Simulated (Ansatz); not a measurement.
```xyz
18

C     1.9400    1.5952    1.0343
C     1.7671    0.2722    1.1314
C    -1.1394    0.0774    1.6654
C    -0.1278   -0.2578   -1.0819
C     0.4345   -2.3212    0.9572
P     0.2346   -0.5493    0.6675
H     1.1633    2.2740    0.6659
H     2.8872    2.0582    1.3267
H     2.5664   -0.3774    1.5043
H    -2.0712   -0.4327    1.3778
H    -0.9319   -0.1039    2.7302
H    -1.2519    1.1591    1.5004
H     0.6979   -0.6443   -1.6969
H    -0.2346    0.8222   -1.2615
H    -1.0642   -0.7661   -1.3576
H     1.2670   -2.7034    0.3477
H     0.6516   -2.4991    2.0211
H    -0.4898   -2.8500    0.6817
```

Geometry: B3LYP-D3(BJ)/def2-SVP.

The calculation used isolated molecule in a Gaussian basis; Kohn-Sham density functional theory, functional PBE0 (Ansatz).

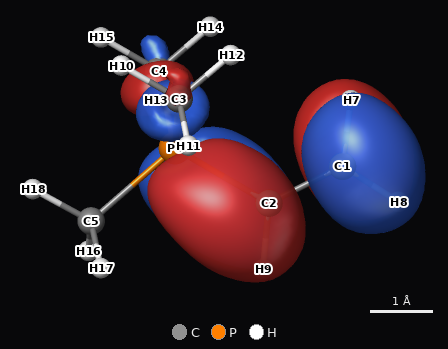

C5H12P (charge +1). The LUMO at ±0.1 Å⁻³ᐟ² (blue and red are the two phases), seen at a tilt.

Where does this orbital lie, and at what energy?

Answer. By Hirshfeld shares it lies mainly on C1 (about 35 %), C2 (about 25 %) and P6 (about 15 %); π-antibonding (π*) across C1–C2. Its energy is −5.48 eV.
